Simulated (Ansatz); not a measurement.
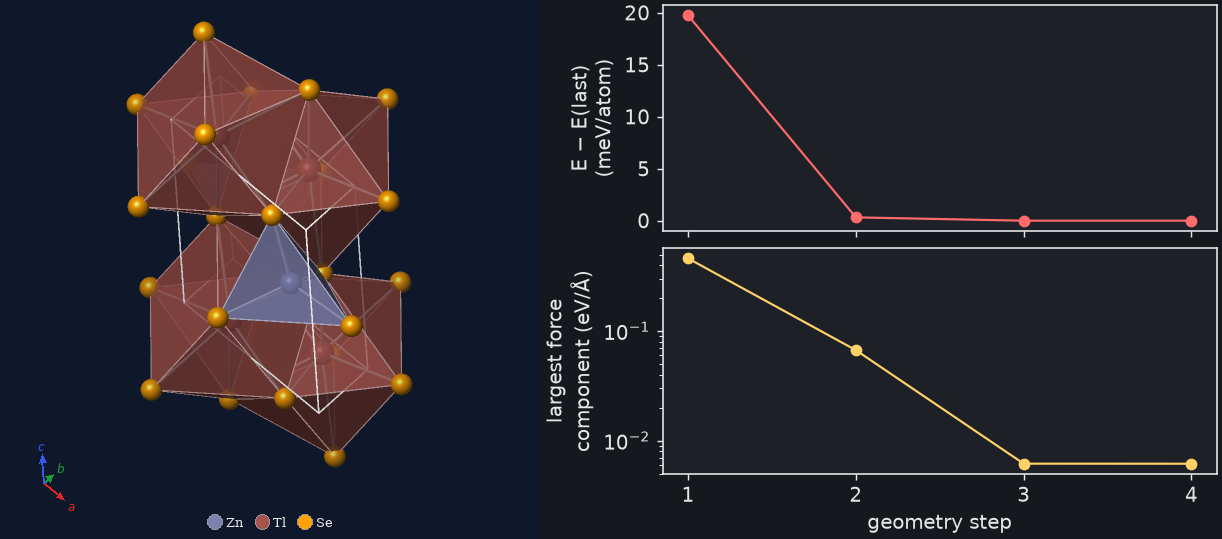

Beside the plot: the structure at the start.

History of a geometry optimisation. Only the atoms move.

```
crystal:
  lattice:
    - [-3.938196, 3.938196, 3.339298]
    - [3.938196, -3.938196, 3.339298]
    - [3.938196, 3.938196, -3.339298]
  atoms:
    - { symbol: Zn, position: [0.75, 0.25, 0.5] }
    - { symbol: Zn, position: [0.25, 0.75, 0.5] }
    - { symbol: Tl, position: [0.25, 0.25, 0.0] }
    - { symbol: Tl, position: [0.75, 0.75, 0.0] }
    - { symbol: Se, position: [0.6714, 0.1714, 0.8428] }
    - { symbol: Se, position: [0.1714, 0.3286, 0.5] }
    - { symbol: Se, position: [0.3286, 0.8286, 0.1572] }
    - { symbol: Se, position: [0.8286, 0.6714, 0.5] }
  symmetry: { tolerance: 0.0003 }
kpoints:
  mp_grid: { grid: [6, 6, 6], shift: [0, 0, 0] }
magnetization:
  spin_polarized: false
scf:
  occupations: { method: fermi_dirac, width: 0.039 }
  lower_state_search: "off"
hamiltonian:
  pseudopotentials: { kind: paw }
  xc: r2scan
basis:
  ecutwfc: 500
  fft_grid_basis: typed
relax:
  max_steps: 60
output:
  forces: true
  stress: true
  eigenvalues: true
  bader: true
  populations: true
  elf: true
  write_potential: true
  volumetric_format: npy
  dos:
    e_range: [-12, 8]
    de: 0.05
    projected: { site_lists: { Se: [Se], Tl: [Tl], Zn: [Zn] } }
checkpoint:
  read: saved_state
```

Command:
```bash
ansatz run input.yaml --threads 2 --pin off --max-ram 2560MiB --backend cpu --events-out ev --progress --plain --runs-dir out
```

Q: How did it end, and what did it gain?

A: The optimisation met its thresholds at geometry 4, counting the start as the first. The energy fell by about 20 meV/atom from the first step to the last. The largest force component goes from about 0.46 eV/Å at the start to 6 × 10⁻³ eV/Å at the end.
